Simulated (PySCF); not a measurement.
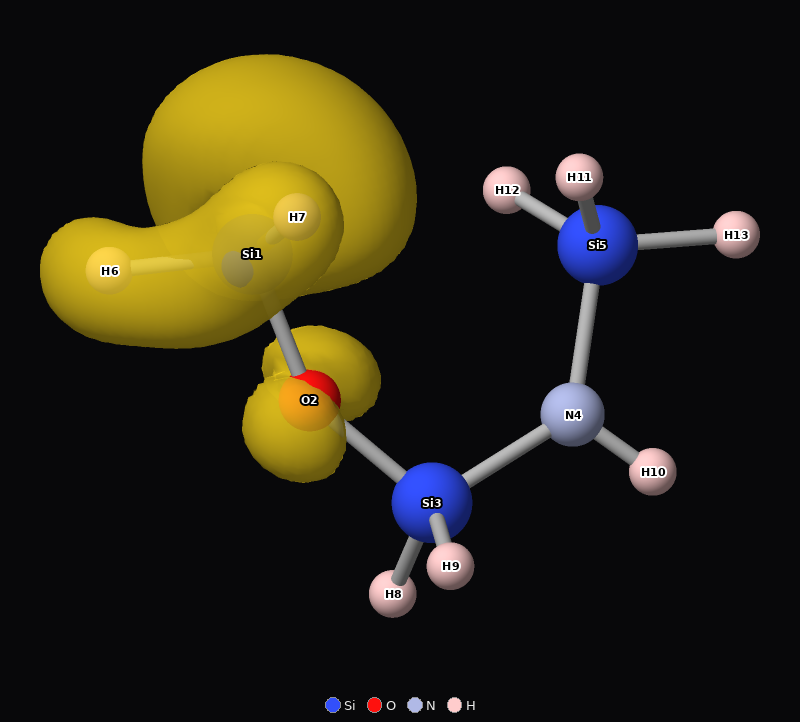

*H₈NOSi₃ (SMILES [SiH2]O[SiH2]N[SiH3]) (doublet). Isosurface of the spin density (α minus β) at +0.015 e/Å³ (yellow), seen at a tilt.*

Geometry: GFN2-xTB.

Computed with UKS B3LYP, pcH-1 on H N O Si, non-relativistic, mean-field spin-orbit, GIAO (PySCF 2.14.0, density-fitted response routines).

```xyz
13

Si    1.9152    1.2046    0.2029
O     1.5086   -0.3159   -0.2007
Si    0.4569   -1.3680   -0.8218
N    -1.1420   -0.8262   -0.4535
Si   -1.6919    0.6243    0.3157
H     3.2965    1.0680    0.6464
H     1.7073    2.0903   -0.9368
H     0.7559   -2.6298   -0.1512
H     0.6577   -1.3986   -2.2722
H    -1.8632   -1.4577   -0.7562
H    -1.3478    1.8009   -0.4908
H    -1.1095    0.7496    1.6544
H    -3.1482    0.4588    0.3848
```

> Which atoms carry the spin?

The unpaired spin (1 electron) lies mostly on Si1 (about 0.7) and O2 (about 0.1), in electrons by Hirshfeld's partition.
